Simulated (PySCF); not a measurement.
Input file:

```
{"job": {"kind": "uv", "xc": "B3LYP", "basis": "def2-SVPD", "ip": false, "nstates": 15}, "charge": 0, "multiplicity": 1}
Ge     2.134823     0.673836     1.439810
Cl     1.742390     0.391809     3.515538
Cl     4.193668     0.300485     1.061828
Cl     1.690677     2.711125     0.945217
O      1.175750    -0.404464     0.498422
Si    -0.328980    -0.302488    -0.293518
C     -1.526790     0.589699     0.834416
C     -0.842455    -2.070537    -0.594392
C     -0.067422     0.632279    -1.890280
H     -2.537312     0.608917     0.395905
H     -1.212576     1.631898     1.000272
H     -1.590829     0.091204     1.814328
H     -0.947778    -2.616700     0.355351
H     -1.809139    -2.109796    -1.121577
H     -0.096696    -2.596854    -1.209460
H      0.290239     1.653577    -1.687568
H      0.680246     0.126711    -2.521100
H     -1.004146     0.706232    -2.465452
```

Launched as:

```sh
OMP_NUM_THREADS=2 python probes_run.py task.json out
```

Geometry: PBE0-D3(BJ)/def2-SVP.

Theory: PySCF, B3LYP/def2-SVPD, SCF density, gas phase.

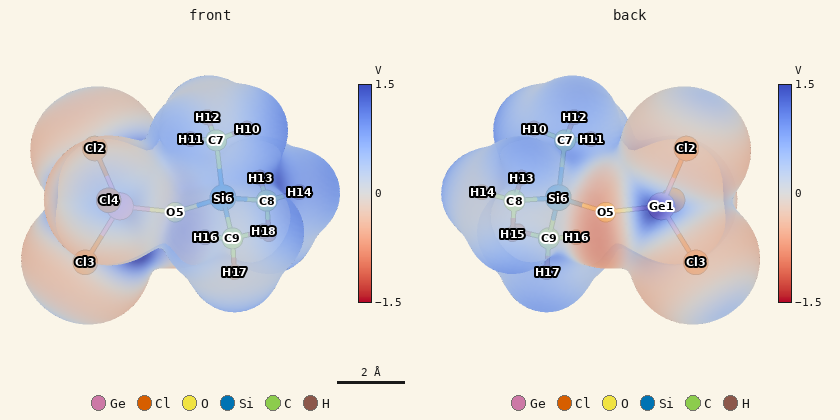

C3H9Cl3GeOSi (GeCl3(OSiMe3)). The molecular electrostatic potential painted on the density surface at 0.002 e/bohr³, seen from the front and from behind; red is negative and blue positive.

Question: Describe the electrostatic potential map.

Answer: The most negative region (about −0.7 V) lies over O5, the most positive (about +1.4 V) over Ge1 and Si6. Cl2 shows a σ-hole: about +0.4 V at the tip opposite its bond, against about −0.3 V on its flanks. Cl3 shows a σ-hole: about +0.4 V at the tip opposite its bond, against about −0.3 V on its flanks. Cl4 shows a σ-hole: about +0.4 V at the tip opposite its bond, against about 0.0 V on its flanks.
